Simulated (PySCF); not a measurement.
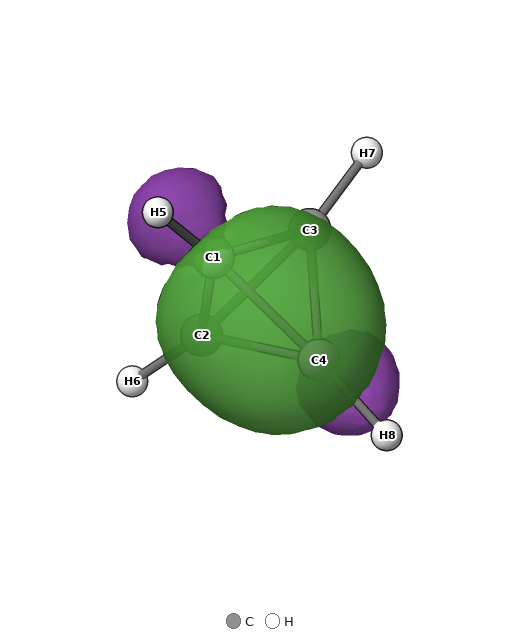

Figure. C$_{4}$H$_{4}$, SMILES `C12C3C1C23`. Intrinsic bond orbitals (IBO), occupied; each surface holds about 85 % of the orbital's density. Energies are diagonal elements of the Fock matrix.

Level of theory: r2SCAN/6-311G** (PySCF), at a geometry from GFN2-xTB. No frequency check shows the geometry to be a minimum.

Geometry (Å), atoms numbered from 1:

```
C1       0.5233    0.5065   -0.5394
C2       0.5233   -0.5065    0.5394
C3      -0.5233    0.5395    0.5065
C4      -0.5233   -0.5395   -0.5065
H5       1.1334    1.0971   -1.1683
H6       1.1334   -1.0971    1.1683
H7      -1.1334    1.1685    1.0970
H8      -1.1334   -1.1685   -1.0970
```

> What does this orbital represent?

σ bond C1–C4 (C1 49 %, C4 49 %; −12.0 eV).

> How do all the valence pairs divide up?

10 pairs: 10 σ bonds.

Run time: 6.7 s on 1 thread of Intel(R) Xeon(R) 6975P-C (Granite Rapids), on a shared host, peak memory 0.44 GiB.
